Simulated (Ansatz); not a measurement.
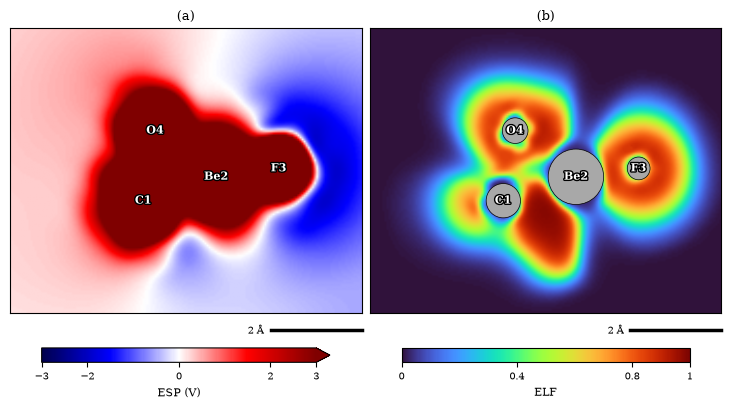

CH3BeFO. (a) electrostatic potential; (b) ELF on the plane of atoms Be2, C1 and O4. Grey discs cover the atomic cores in the ELF map.

Geometry: B3LYP/6-31G*.

These are results of isolated molecule in a Gaussian basis; Kohn-Sham density functional theory, functional PBE0 in Ansatz 0.2.0, not measurements.

Input file:

```
basis:
  gaussian:
    orbitals: def2-TZVPD
crystal:
  periodic: [false, false, false]
  atoms:
    - {symbol: C, position_ang: [-1.203125, 1.289375, 0.976716]}
    - {symbol: Be, position_ang: [-1.782171, -0.286492, 1.024104]}
    - {symbol: F, position_ang: [-2.326385, -1.534205, 1.337590]}
    - {symbol: O, position_ang: [-1.696328, 0.653529, -0.360677]}
    - {symbol: H, position_ang: [-0.180893, 1.618234, 0.791837]}
    - {symbol: H, position_ang: [-1.837854, 2.147224, 1.210758]}
    - {symbol: H, position_ang: [-2.474565, 1.108421, -0.721615]}
hamiltonian:
  xc: {name: PBE0}
output: {forces: true, orbitals: {seedname: orbitals}}
```

Launched as:

```sh
ansatz run input.yaml --threads 1 --pin off --max-ram 2610MiB --events-out events.jsonl --progress --plain --runs-dir runs
```

What do the fields say about this system?

Answer. The plane passes through C, Be, F and O nuclei.
Be–F (1.40 Å): the ELF peaks at about 0.85 in the valence shell of F, 0.6 Å from its nucleus, and is about 0.80 at the midpoint.
C–O (1.56 Å): the ELF peaks at about 0.85 between the atoms: a polar covalent bond.
Be–O (1.68 Å): the ELF peaks at about 0.85 in the valence shell of O, 0.5 Å from its nucleus, and is about 0.70 at the midpoint.
C–Be (1.68 Å): the ELF peaks at about 0.90 between the atoms: a polar covalent bond.
The ELF also peaks beside F3, away from the bonds: lone-pair regions.
Outside the dense part of the molecule the potential is most negative (−1.9 V) near F3.
